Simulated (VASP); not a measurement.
Shape and ions are relaxed at each volume.

Energy against volume of Sn (beta). Method: PBE GGA, VASP's PBE PAW potentials (set 64) (plane waves; VASP).

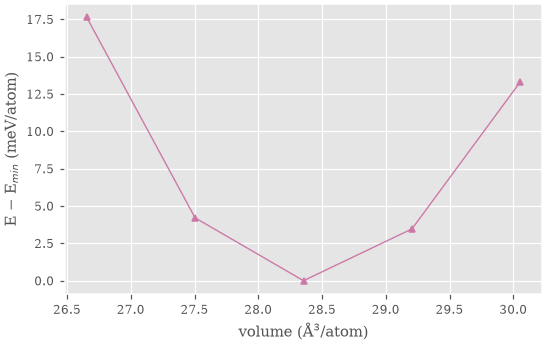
Fig. 1. Energy against volume

### Question
Estimate the equilibrium volume and the bulk modulus.

### Answer
The minimum lies near 28.4 Å³/atom, and the curvature gives B0 of about 48 GPa.

Measured: bulk modulus 57.0 GPa (computed value off by -15.9 %), as given by Tao Chen et al., Physical Review Materials (2023), arXiv:2209.05059. The calculation is for a static lattice, while the measured bulk modulus holds thermal and zero-point effects, which are part of the difference.

The compound is Sn in the beta structure. It was relaxed first.
